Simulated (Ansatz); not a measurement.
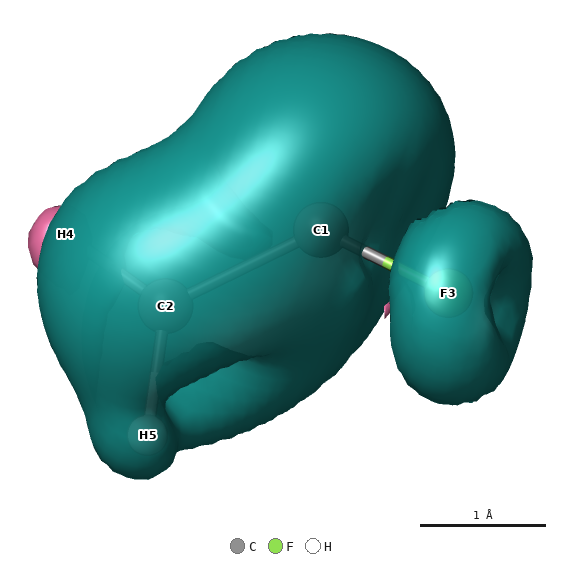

*C2H2F (charge +1, triplet). Isosurfaces of the spin density (α minus β) at +0.02 (teal) and −0.02 e/Å³ (pink), seen at a tilt.*

Geometry: r2SCAN-D4/def2-TZVP.

Level of theory: Ansatz 0.2.0, isolated molecule in a Gaussian basis; Kohn-Sham density functional theory, functional PBE0.

```yaml
atoms:
  - { symbol: C, position_ang: [-0.0946, 1.1817, -0.6809] }
  - { symbol: C, position_ang: [-0.8025, 0.3992, 0.2465] }
  - { symbol: F, position_ang: [0.2942, 0.8410, -1.8097] }
  - { symbol: H, position_ang: [-1.0753, 0.8407, 1.2012] }
  - { symbol: H, position_ang: [-1.0678, -0.6314, 0.0011] }
```

Which atoms carry the spin?

Answer. The unpaired spin (2 electrons) lies mostly on C1 (about 1.1), C2 (about 0.6) and F3 (about 0.2), in electrons by Hirshfeld's partition.
